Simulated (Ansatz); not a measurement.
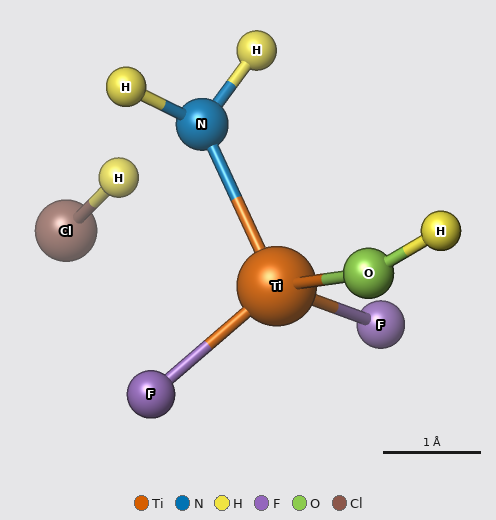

Fig. 1: The input geometry (ball-and-stick view, seen at a tilt). Sticks mark near contacts.

**Run report: TiNH$_{4}$ClOF$_{2}$, nudged elastic band (part 1 of 2)**

TiNH$_{4}$ClOF$_{2}$, computed with RKS PBE0-D4/def2-SVP (Ansatz 0.2.0).

It belongs to a series of runs on one base structure; here: band between the two ends.

**Input file**
```yaml
crystal:
  periodic: [false, false, false]
  atoms:
    - { symbol: Ti, position_ang: [-0.072456, 0.07425, -0.001189] }
    - { symbol: "N", position_ang: [-0.001261, -0.078548, 1.884472] }
    - { symbol: H, position_ang: [-0.806861, -0.390295, 2.426117] }
    - { symbol: H, position_ang: [0.562553, 0.555109, 2.450626] }
    - { symbol: F, position_ang: [1.549552, 0.310144, -0.573758] }
    - { symbol: O, position_ang: [-1.024061, 1.469046, -0.47561] }
    - { symbol: H, position_ang: [-1.890433, 1.880717, -0.425847] }
    - { symbol: F, position_ang: [-0.884377, -1.355925, -0.560136] }
    - { symbol: Cl, position_ang: [1.76627, -2.694929, 1.835641] }
    - { symbol: H, position_ang: [1.033375, -1.602173, 1.956584] }
basis:
  gaussian: { orbitals: def2-SVP }
hamiltonian:
  xc: pbe0
  dispersion: d4
neb:
  order_check: false
  images: 7
  f_tol: 0.05
  max_iterations: 60
  final_atoms:
    - { symbol: Ti, position_ang: [0.35200346, -0.59638852, -0.92441884] }
    - { symbol: "N", position_ang: [-0.35520011, 0.30133817, 2.6287059] }
    - { symbol: H, position_ang: [-1.22801103, 0.08218254, 3.10759022] }
    - { symbol: H, position_ang: [0.10525441, 1.05034647, 3.14449518] }
    - { symbol: F, position_ang: [1.53436881, 0.22866655, -1.90853204] }
    - { symbol: O, position_ang: [-0.45418851, 0.520554, 0.07929798] }
    - { symbol: H, position_ang: [-0.49447952, 0.53768034, 1.12935055] }
    - { symbol: F, position_ang: [-0.80282396, -1.43774406, -1.92720293] }
    - { symbol: Cl, position_ang: [1.33226651, -1.99382379, 0.51297512] }
    - { symbol: H, position_ang: [0.24311095, -0.5254157, 2.67463885] }
  initial_path:
    images:
      - { positions_ang: [[-0.072456, 0.07425, -0.001189], [-0.001261, -0.078548, 1.884472], [-0.806861, -0.390295, 2.426117], [0.562553, 0.555109, 2.450626], [1.549552, 0.310144, -0.573758], [-1.024061, 1.469046, -0.47561], [-1.890433, 1.880717, -0.425847], [-0.884377, -1.355925, -0.560136], [1.76627, -2.694929, 1.835641], [1.033375, -1.602173, 1.956584]] }
      - { positions_ang: [[-0.05376292, 0.06070087, 0.000234], [-0.00314701, -0.06826887, 2.01680191], [-0.82659981, -0.37495048, 2.55282402], [0.63774341, 0.4735243, 2.57655084], [1.59484977, 0.24500927, -0.57941684], [-0.99624496, 1.50019231, -0.50714871], [-1.88469732, 1.75053124, -0.52791334], [-0.87417457, -1.38337598, -0.58120997], [1.67733098, -2.54705191, 1.57735234], [0.96100343, -1.48891474, 1.98882575]] }
      - { positions_ang: [[-0.03506985, 0.04715173, 0.001657], [-0.00503302, -0.05798973, 2.14913183], [-0.84633861, -0.35960597, 2.67953104], [0.71293381, 0.39193959, 2.70247568], [1.64014753, 0.17987454, -0.58507569], [-0.96842892, 1.53133861, -0.53868743], [-1.87896164, 1.62034548, -0.62997968], [-0.86397214, -1.41082697, -0.60228394], [1.58839196, -2.39917482, 1.31906369], [0.88863187, -1.37565647, 2.02106749]] }
      - { positions_ang: [[-0.01637677, 0.0336026, 0.00308001], [-0.00691902, -0.0477106, 2.28146174], [-0.86607742, -0.34426145, 2.80623806], [0.78812422, 0.31035489, 2.82840052], [1.6854453, 0.11473981, -0.59073453], [-0.94061289, 1.56248492, -0.57022614], [-1.87322596, 1.49015972, -0.73204603], [-0.85376971, -1.43827795, -0.62335791], [1.49945295, -2.25129773, 1.06077503], [0.8162603, -1.26239821, 2.05330924]] }
      - { positions_ang: [[0.0023163, 0.02005347, 0.00450301], [-0.00880503, -0.03743146, 2.41379166], [-0.88581623, -0.32891693, 2.93294508], [0.86331462, 0.22877018, 2.95432536], [1.73074307, 0.04960508, -0.59639337], [-0.91279685, 1.59363122, -0.60176485], [-1.86749027, 1.35997396, -0.83411237], [-0.84356728, -1.46572893, -0.64443188], [1.41051393, -2.10342064, 0.80248638], [0.74388874, -1.14913995, 2.08555098]] }
      - { positions_ang: [[0.08973809, -0.13405703, -0.22772745], [-0.0954038, 0.04726095, 2.46752022], [-0.97136493, -0.22614207, 2.97660636], [0.67379957, 0.43416425, 3.00186782], [1.6816495, 0.09437045, -0.92442804], [-0.79814476, 1.32536192, -0.43149914], [-1.52423759, 1.15440056, -0.34324664], [-0.83338145, -1.45873271, -0.96512464], [1.39095207, -2.07602143, 0.73010856], [0.61869429, -0.99320889, 2.23282295]] }
      - { positions_ang: [[0.17715988, -0.28816753, -0.45995792], [-0.18200257, 0.13195336, 2.52124878], [-1.05691363, -0.1233672, 3.02026765], [0.48428452, 0.63955833, 3.04941027], [1.63255594, 0.13913581, -1.2524627], [-0.68349268, 1.05709261, -0.26123343], [-1.1809849, 0.94882715, 0.14761909], [-0.82319562, -1.45173649, -1.2858174], [1.37139022, -2.04862221, 0.65773075], [0.49349985, -0.83727783, 2.38009492]] }
      - { positions_ang: [[0.26458167, -0.44227802, -0.69218838], [-0.26860134, 0.21664576, 2.57497734], [-1.14246233, -0.02059233, 3.06392893], [0.29476946, 0.8449524, 3.09695273], [1.58346237, 0.18390118, -1.58049737], [-0.5688406, 0.78882331, -0.09096772], [-0.83773221, 0.74325375, 0.63848482], [-0.81300979, -1.44474028, -1.60651016], [1.35182836, -2.021223, 0.58535293], [0.3683054, -0.68134677, 2.52736689]] }
      - { positions_ang: [[0.35200346, -0.59638852, -0.92441884], [-0.35520011, 0.30133817, 2.6287059], [-1.22801103, 0.08218254, 3.10759022], [0.10525441, 1.05034647, 3.14449518], [1.53436881, 0.22866655, -1.90853204], [-0.45418851, 0.520554, 0.07929798], [-0.49447952, 0.53768034, 1.12935055], [-0.80282396, -1.43774406, -1.92720293], [1.33226651, -1.99382379, 0.51297512], [0.24311095, -0.5254157, 2.67463885]] }
```

Launched with:
```bash
ansatz run input.yaml --threads 4 --pin off --max-ram 5120MiB --backend cpu --events-out ev --progress --plain --runs-dir out
```

**Log**
```
Engine: ansatz 0.2.0, aarch64-unknown-linux-gnu
Functional definition: PBE0
  parameter a = 0.25
  parameter kappa = 0.804
  parameter beta = 0.06672455060314922
  exchange = (1 - a)*pbe_x(kappa = kappa, mu = beta*pi^2/3) + a*exact_x
  correlation = pbe_c(beta = beta)
1364 factors; integrals over basis functions are off by at most 3.6e-4 eV
mean field evaluation 1: about -44633.3472 eV, gradient 8.8e1 eV
mean field evaluation 2: about -44367.4715 eV, gradient 3.9e2 eV
mean field evaluation 4: about -44646.9004 eV, gradient 2.0e1 eV
mean field evaluation 8: about -44647.7323 eV, gradient 5.0e-1 eV
mean field evaluation 16: about -44647.7788 eV, gradient 2.5e-4 eV
mean field -44647.77883364 eV, -1640.7756087849 hartree, gradient 2.4e-5 eV, S^2 0.000000; 0 other end points of the search recorded, 0 dependent functions left out
the calculation of the forces begins
reference -44647.77890993 eV, -1640.7756115884 hartree; 38, 38 occupied and 87, 87 virtual orbitals, 1364 factors
1363 factors; integrals over basis functions are off by at most 1.4e-3 eV
mean field evaluation 32: about -44649.2016 eV, gradient 5.8e-3 eV
mean field -44649.20161873 eV, -1640.8278951724 hartree, gradient 5.5e-5 eV, S^2 0.000000; 0 other end points of the search recorded, 0 dependent functions left out
[... from here on the field's lines of each further geometry are left out, up to the last ...]
NEB iter   1: max|band force component| = 4.370e1 eV/Å  barrier→ = 6.8893 eV  barrier← = 8.3043 eV  Δτ_max = 0.2000 Å  (288 SCF iters)
NEB iter   2: max|band force component| = 3.800e0 eV/Å  barrier→ = 0.6745 eV  barrier← = 2.0896 eV  Δτ_max = 0.2000 Å  (275 SCF iters)
NEB iter   3: max|band force component| = 9.464e0 eV/Å  barrier→ = 1.1262 eV  barrier← = 2.5413 eV  Δτ_max = 0.1035 Å  (259 SCF iters)
NEB iter   4: max|band force component| = 1.820e0 eV/Å  barrier→ = 0.0702 eV  barrier← = 1.4852 eV  Δτ_max = 0.2000 Å  (251 SCF iters)
NEB iter   5: max|band force component| = 4.617e0 eV/Å  barrier→ = 0.0463 eV  barrier← = 1.4614 eV  Δτ_max = 0.1009 Å  (251 SCF iters)
NEB iter   6: max|band force component| = 7.571e-1 eV/Å  barrier→ = 0.0285 eV  barrier← = 1.4435 eV  Δτ_max = 0.2000 Å  (246 SCF iters)
NEB iter   7: max|band force component| = 2.289e0 eV/Å  barrier→ = 0.0276 eV  barrier← = 1.4426 eV  Δτ_max = 0.1017 Å  (253 SCF iters)
NEB iter   8: max|band force component| = 1.171e0 eV/Å  barrier→ = 0.0263 eV  barrier← = 1.4414 eV  Δτ_max = 0.1024 Å  (242 SCF iters)
NEB iter   9: max|band force component| = 5.287e-1 eV/Å  barrier→ = 0.0249 eV  barrier← = 1.4399 eV  Δτ_max = 0.2000 Å  (245 SCF iters)
NEB iter  10: max|band force component| = 7.092e-1 eV/Å  barrier→ = 0.0298 eV  barrier← = 1.4449 eV  Δτ_max = 0.1011 Å  (252 SCF iters)
NEB iter  11: max|band force component| = 3.784e-1 eV/Å  barrier→ = 0.0311 eV  barrier← = 1.4461 eV  CI = image 1  Δτ_max = 0.2000 Å  (246 SCF iters)
NEB iter  12: max|band force component| = 5.472e-1 eV/Å  barrier→ = 0.0298 eV  barrier← = 1.4449 eV  CI = image 1  Δτ_max = 0.0999 Å  (255 SCF iters)
NEB iter  13: max|band force component| = 3.226e-1 eV/Å  barrier→ = 0.0263 eV  barrier← = 1.4413 eV  CI = image 1  Δτ_max = 0.1005 Å  (242 SCF iters)
NEB iter  14: max|band force component| = 2.886e-1 eV/Å  barrier→ = 0.0326 eV  barrier← = 1.4476 eV  CI = image 1  Δτ_max = 0.1006 Å  (245 SCF iters)
NEB iter  15: max|band force component| = 2.661e-1 eV/Å  barrier→ = 0.0347 eV  barrier← = 1.4498 eV  CI = image 1  Δτ_max = 0.1005 Å  (245 SCF iters)
NEB iter  16: max|band force component| = 2.900e-1 eV/Å  barrier→ = 0.0386 eV  barrier← = 1.4536 eV  CI = image 1  Δτ_max = 0.0999 Å  (245 SCF iters)
NEB iter  17: max|band force component| = 3.004e-1 eV/Å  barrier→ = 0.0402 eV  barrier← = 1.4553 eV  CI = image 1  Δτ_max = 0.0999 Å  (244 SCF iters)
NEB iter  18: max|band force component| = 3.070e-1 eV/Å  barrier→ = 0.0414 eV  barrier← = 1.4564 eV  CI = image 1  Δτ_max = 0.1009 Å  (242 SCF iters)
NEB iter  19: max|band force component| = 3.051e-1 eV/Å  barrier→ = 0.0416 eV  barrier← = 1.4567 eV  CI = image 1  Δτ_max = 0.1008 Å  (241 SCF iters)
NEB iter  20: max|band force component| = 2.907e-1 eV/Å  barrier→ = 0.0370 eV  barrier← = 1.4520 eV  CI = image 1  Δτ_max = 0.1006 Å  (242 SCF iters)
NEB iter  21: max|band force component| = 3.331e-1 eV/Å  barrier→ = 0.0377 eV  barrier← = 1.4528 eV  CI = image 1  Δτ_max = 0.1007 Å  (242 SCF iters)
NEB iter  22: max|band force component| = 4.242e-1 eV/Å  barrier→ = 0.0385 eV  barrier← = 1.4535 eV  CI = image 1  Δτ_max = 0.1005 Å  (243 SCF iters)
NEB iter  23: max|band force component| = 4.359e-1 eV/Å  barrier→ = 0.0380 eV  barrier← = 1.4531 eV  CI = image 1  Δτ_max = 0.1009 Å  (242 SCF iters)
NEB iter  24: max|band force component| = 4.277e-1 eV/Å  barrier→ = 0.0356 eV  barrier← = 1.4507 eV  CI = image 1  Δτ_max = 0.1008 Å  (243 SCF iters)
NEB iter  25: max|band force component| = 4.107e-1 eV/Å  barrier→ = 0.0320 eV  barrier← = 1.4471 eV  CI = image 1  Δτ_max = 0.1005 Å  (241 SCF iters)
NEB iter  26: max|band force component| = 3.740e-1 eV/Å  barrier→ = 0.0270 eV  barrier← = 1.4420 eV  CI = image 1  Δτ_max = 0.1001 Å  (243 SCF iters)
NEB iter  27: max|band force component| = 3.428e-1 eV/Å  barrier→ = 0.0206 eV  barrier← = 1.4357 eV  CI = image 1  Δτ_max = 0.2000 Å  (244 SCF iters)
NEB iter  28: max|band force component| = 3.237e-1 eV/Å  barrier→ = 0.0055 eV  barrier← = 1.4205 eV  CI = image 1  Δτ_max = 0.2000 Å  (243 SCF iters)
NEB iter  29: max|band force component| = 2.868e-1 eV/Å  barrier→ = -0.0119 eV  barrier← = 1.4032 eV  CI = image 1  Δτ_max = 0.1992 Å  (240 SCF iters)
NEB iter  30: max|band force component| = 5.422e-1 eV/Å  barrier→ = -0.0141 eV  barrier← = 1.4009 eV  CI = image 1  Δτ_max = 0.1003 Å  (245 SCF iters)
NEB iter  31: max|band force component| = 6.080e-1 eV/Å  barrier→ = -0.0141 eV  barrier← = 1.4010 eV  CI = image 1  Δτ_max = 0.1251 Å  (245 SCF iters)
NEB iter  32: max|band force component| = 4.352e-1 eV/Å  barrier→ = -0.0270 eV  barrier← = 1.3880 eV  CI = image 1  Δτ_max = 0.1900 Å  (246 SCF iters)
NEB iter  33: max|band force component| = 2.003e-1 eV/Å  barrier→ = -0.0423 eV  barrier← = 1.3728 eV  CI = image 1  Δτ_max = 0.1086 Å  (231 SCF iters)
NEB iter  34: max|band force component| = 9.387e-2 eV/Å  barrier→ = -0.0504 eV  barrier← = 1.3646 eV  CI = image 1  Δτ_max = 0.1990 Å  (238 SCF iters)
NEB iter  35: max|band force component| = 1.088e-1 eV/Å  barrier→ = -0.0438 eV  barrier← = 1.3713 eV  CI = image 1  Δτ_max = 0.1985 Å  (243 SCF iters)
NEB iter  36: max|band force component| = 2.666e-1 eV/Å  barrier→ = -0.0366 eV  barrier← = 1.3785 eV  CI = image 1  Δτ_max = 0.0993 Å  (243 SCF iters)
NEB iter  37: max|band force component| = 1.093e-1 eV/Å  barrier→ = -0.0370 eV  barrier← = 1.3780 eV  CI = image 1  Δτ_max = 0.1984 Å  (245 SCF iters)
NEB iter  38: max|band force component| = 1.039e-1 eV/Å  barrier→ = -0.0294 eV  barrier← = 1.3857 eV  CI = image 1  Δτ_max = 0.1432 Å  (239 SCF iters)
NEB iter  39: max|band force component| = 1.205e-1 eV/Å  barrier→ = -0.0143 eV  barrier← = 1.4007 eV  CI = image 1  Δτ_max = 0.0718 Å  (246 SCF iters)
NEB iter  40: max|band force component| = 1.029e-1 eV/Å  barrier→ = -0.0162 eV  barrier← = 1.3989 eV  CI = image 1  Δτ_max = 0.0720 Å  (249 SCF iters)
NEB iter  41: max|band force component| = 2.796e-1 eV/Å  barrier→ = -0.0116 eV  barrier← = 1.4035 eV  CI = image 1  Δτ_max = 0.0361 Å  (239 SCF iters)
NEB iter  42: max|band force component| = 1.170e-1 eV/Å  barrier→ = -0.0093 eV  barrier← = 1.4058 eV  CI = image 1  Δτ_max = 0.0736 Å  (233 SCF iters)
NEB iter  43: max|band force component| = 2.094e-1 eV/Å  barrier→ = -0.0042 eV  barrier← = 1.4108 eV  CI = image 1  Δτ_max = 0.0360 Å  (247 SCF iters)
NEB iter  44: max|band force component| = 1.246e-1 eV/Å  barrier→ = -0.0020 eV  barrier← = 1.4130 eV  CI = image 1  Δτ_max = 0.0721 Å  (230 SCF iters)
NEB iter  45: max|band force component| = 1.242e-1 eV/Å  barrier→ = 0.0020 eV  barrier← = 1.4170 eV  CI = image 1  Δτ_max = 0.0720 Å  (237 SCF iters)
NEB iter  46: max|band force component| = 1.464e-1 eV/Å  barrier→ = 0.0051 eV  barrier← = 1.4201 eV  CI = image 1  Δτ_max = 0.0721 Å  (240 SCF iters)
NEB iter  47: max|band force component| = 8.348e-2 eV/Å  barrier→ = 0.0095 eV  barrier← = 1.4245 eV  CI = image 1  Δτ_max = 0.0720 Å  (231 SCF iters)
```
